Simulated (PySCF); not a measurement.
Input

```
{"job": {"kind": "nmr", "xc": "PBE0", "basis": "pcSseg-1"}, "charge": 0, "multiplicity": 1}
F      1.570505     0.419348    -1.460551
C      1.296963    -0.262043    -0.305124
O      0.262752    -1.137557    -0.553127
C     -0.920091    -0.563563    -0.107673
F     -1.483617    -1.378269     0.827002
C     -0.472168     0.761392     0.553453
F     -0.793714     1.810503    -0.255062
O      0.897722     0.615778     0.672705
H      2.218332    -0.781329    -0.019092
H     -1.651579    -0.428489    -0.913284
H     -0.919681     0.946900     1.534789
```

Command:

```sh
OMP_NUM_THREADS=1 python probes_run.py task.json out
```

Geometry: GFN2-xTB.

The calculation used PBE0/pcSseg-1, SCF density, gas phase, non-relativistic in PySCF.

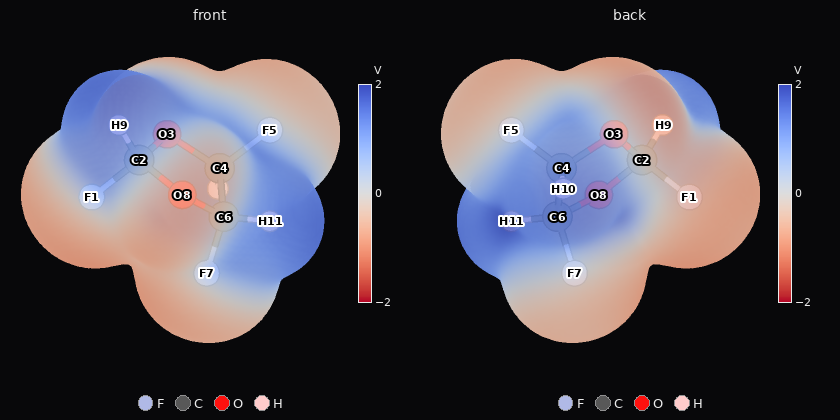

C3H3F3O2. The electrostatic potential painted on the density surface at 0.002 e/bohr³, seen from the front and from behind; red is negative and blue positive.

**Describe the electrostatic potential map.**

The most negative region (about −0.9 V) lies over F1, the most positive (about +1.7 V) over C4 and C6.

**How polar is the molecule by this calculation?**

Its dipole moment is 1.16 D.
